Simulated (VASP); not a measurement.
Band structure of CdGa2Se4 (space group I-4). Method: PBEsol GGA, VASP's PBE PAW potentials (set 64) (plane waves; VASP).

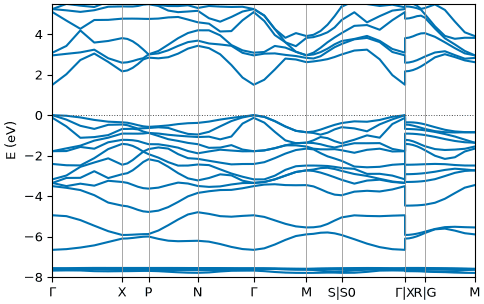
Fig. 1. Bands along high-symmetry lines, zero at the valence-band maximum or, without a gap, the Fermi level

### Question
Read the plot: is there a gap, and where are the band edges?

### Answer
The gap is direct, 1.50 eV, from the valence maximum at Γ to the conduction minimum at Γ.

The structure comes from a computed database's CdGa2Se4 entry (I-4); how it stands against other phases isn't given here. The cell was not relaxed at this level. The k-mesh is coarse (spacing up to 0.52 per Å, 2π included), so the numbers may not be converged in it.
